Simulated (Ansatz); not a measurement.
# CaOsO3 (Pm-3m): single point from an input typed as a dict

A script is to give a single point from an input typed as a dict; the system is CaOsO3 (Pm-3m).

Program: the Python package of Ansatz 0.2.0. Level of theory: DFT r2SCAN, plane waves, PAW. These are calculated values, not measurements.

## 1. The structure

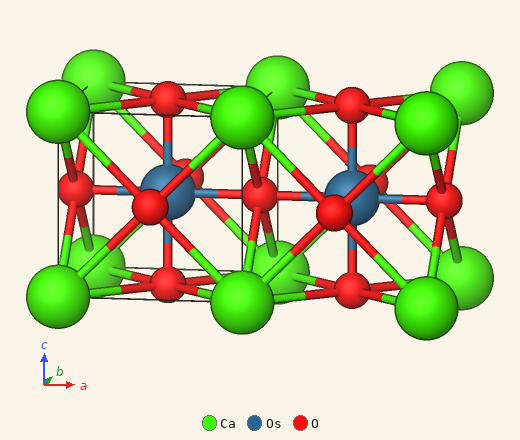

The starting structure, viewed slightly off an axis; calcium green, osmium blue, oxygen red. 2×1×1 cells are drawn. Atoms on cell faces are repeated.

The script holds or builds the structure itself.

## 2. The script

Input file deck_caoso3.py:

```python
"""CaOsO3 from an input typed as a mapping."""

import logging
import sys

import ansatz

logging.basicConfig(stream=sys.stdout, format="%(name)s: %(message)s")
log = logging.getLogger("run")
log.setLevel(logging.INFO)


def main() -> None:
    config = {
        "crystal": {
            "lattice": [[3.952163, 0.0, 0.0], [0.0, 3.952163, 0.0], [0.0, 0.0, 3.952163]],
            "atoms": [
                {"symbol": "Ca", "position": [0.0, 0.0, 0.0]},
                {"symbol": "Os", "position": [0.5, 0.5, 0.5]},
                {"symbol": "O", "position": [0.5, 0.5, 0.0]},
                {"symbol": "O", "position": [0.5, 0.0, 0.5]},
                {"symbol": "O", "position": [0.0, 0.5, 0.5]},
            ],
        },
        "kpoints": {"mp_grid": {"grid": [6, 6, 6]}},
        "hamiltonian": {"xc": "r2scan"},
        "scf": {"occupations": {"method": "cold", "width": 0.1}},
        "output": {"forces": True},
    }

    planned = ansatz.Session.from_dict(config).plan(threads=1, pin="off")
    result = planned.execute()
    report = result.report

    log.info("%-22s %14.5f eV" % ("F = E - TS", report["free_energy_ev"]))
    log.info("%-22s %14.5f eV" % ("E", report["internal_energy_ev"]))
    log.info("%-22s %14.5f eV" % ("Harris-Foulkes", report["harris_foulkes_ev"]))
    log.info("%-22s %14.5f eV" % ("Fermi level", report["fermi_energy_ev"]))

    # forces in eV per angstrom
    log.info("forces (eV/A)")
    for site, force in zip(result.lattice.sites, report["forces_ev_ang"]):
        log.info(f"  {site.symbol:2s} {force[0]:9.4f} {force[1]:9.4f} {force[2]:9.4f}")


if __name__ == "__main__":
    main()
```

## 3. Launch

Started as:

```bash
python deck_caoso3.py
```

Log:

```text
DeckWarning: basis.ecutwfc = 500 eV, auto-derived from the records' recommended cutoffs: set by Ca (their level for a meta-GGA)
run: F = E - TS               -14926.05394 eV
run: E                        -14926.03786 eV
run: Harris-Foulkes           -14926.05394 eV
run: Fermi level                  12.84162 eV
run: forces (eV/A)
run:   Ca   -0.0000   -0.0000   -0.0000
run:   Os    0.0000   -0.0000    0.0000
run:   O     0.0000    0.0000   -0.0000
run:   O     0.0000   -0.0000    0.0000
run:   O     0.0000   -0.0000    0.0000
```

(Warnings from the package without file and line, repeats left out.)

Wall time 5.4 s (1 thread of Arm Neoverse V1, shared host); peak memory 0.5 GiB.

Lines on the test bed's own set-up are left out of the output.

## 4. What the engine kept of the run

From the engine's report, whether the script printed it or not:

| item | value |
| --- | --- |
| SCF cycles in all | 8 |
| k-points solved | 20 |
| plane waves | 1551 |
| bands | 27 |
| valence electrons | 44 |
| free energy (eV) | -14926.05394 |
| Fermi level (eV) | 12.842 |
| lowest empty less highest filled level on the mesh, by band count (eV) | -3.934 |

## 5. The command-line twin

Run from a file, the same calculation prints its log.

Input file input.yaml:

```yaml
crystal:
  lattice:
    - [3.952163, 0.0, 0.0]
    - [0.0, 3.952163, 0.0]
    - [0.0, 0.0, 3.952163]
  atoms:
    - { symbol: Ca, position: [0.0, 0.0, 0.0] }
    - { symbol: Os, position: [0.5, 0.5, 0.5] }
    - { symbol: O, position: [0.5, 0.5, 0.0] }
    - { symbol: O, position: [0.5, 0.0, 0.5] }
    - { symbol: O, position: [0.0, 0.5, 0.5] }
kpoints:
  mp_grid: { grid: [6, 6, 6] }
hamiltonian:
  xc: r2scan
scf:
  occupations: { method: cold, width: 0.1 }
output:
  forces: true
```

Started as:

```bash
ansatz run input.yaml --threads 1 --pin off --max-ram 3072MiB --backend cpu --events-out ev --progress --plain --runs-dir out
```

Log (excerpt; [...] marks lines left out):

```text
Warning: RAYON_NUM_THREADS=1 ignored (pool sized by the plan → 1); use --threads N
[...]
Pseudopotentials: kind: paw
Pseudopotential: Ca, paw, valence charge 10, recommended cutoff 500 eV (meta_gga), Ca.paw.azcp
Pseudopotential: Os, paw, valence charge 16, recommended cutoff 500 eV (meta_gga), Os.paw.azcp
Pseudopotential: O, paw, valence charge 6, recommended cutoff 500 eV (meta_gga), O.paw.azcp
Functional definition: r2SCAN
[...]
Crystal: 5 atoms, lattice volume = 61.731 Å³
Basis set: ecut = 500 eV, 1551 PW (Γ), exchange–correlation on 120×120×120 points (64 copies of the dense FFT grid, shifted against one another)
Bands: 27, of which v1, the nominal top of the filled ones, is band 22 counted from 1 (21 counted from 0)
Symmetry: 48 space group operations
Space group: Pm-3m (ITA 221), of the structure as read, at distance tolerance 4.0e-5 Å
k-points: 20 of 216
[...]
SCF iter   1: F=—  HF=-14925.898800 eV  |F-HF|=—  |Δ(HF+E_count)|=         —  Δρ=9.10e-3  dr2=4.42e-2  dr2_τ=3.08e-1  ethr=1.77e-3  ⟨swp⟩=6.2  Hψ=2398  notcnv=0
[...]
SCF iter   8: F=-14926.053943 eV  HF=-14926.053943 eV  |F-HF|=3.14e-9  |Δ(HF+E_count)|=   2.34e-7  S|Δr|=    0.00e0  Δρ=2.35e-6  dr2=5.91e-9  dr2_τ=1.84e-10  ethr=2.27e-10  ⟨swp⟩=2.9  Hψ=2132  notcnv=0
[...]
SCF converged after 8 iterations
Stability not checked: this state was not tested for a lower state beside it, because cold or Methfessel-Paxton smearing, or corrected tetrahedra, fill the levels in a way that the test cannot read (fill_not_monotonic; see scf.lower_state_search)
Free energy (F): -14926.053943 eV
[...]
E sigma→0 (E₀):  -14926.048581 eV
Entropy (-TS):   -0.016085 eV (-3.217 meV/atom)
Fermi energy:    12.841619 eV
[...]
--- Forces (eV/Å), atoms counted from 1 ---
  atom   1  Ca    -0.00000000    -0.00000000    -0.00000000
  atom   2  Os     0.00000000    -0.00000000     0.00000000
  atom   3  O      0.00000000     0.00000000    -0.00000000
  atom   4  O      0.00000000    -0.00000000     0.00000000
  atom   5  O      0.00000000    -0.00000000     0.00000000
[...]
```

Run time: 5.1 s. Hardware: 1 thread of Arm Neoverse V1, shared host; peak memory 0.44 GiB.

Script and command line differ by 0.000 meV in the energy.

## 6. Outcome

| quantity | value |
| --- | --- |
| free energy | -14926.0539 eV (-2985.2108 eV/atom) |
| gap on the mesh | none |
| largest force | 0.000 eV/Å |

In words: Filled and empty levels meet on the mesh: no gap at this level. All forces vanish by symmetry. Notes:
- No spin polarisation was allowed.
- The mesh is modest for a metal, so energies can be off by several to tens of meV an atom and pressures by half a GPa or more; differences at equal mesh fare better.
- An absolute Fermi energy rests on an arbitrary zero of the periodic potential and has no direct meaning.
- Spin-orbit coupling, which matters for elements this heavy, is left out.
- The structure comes from a database of computed cells and needn't be a stable or known phase.
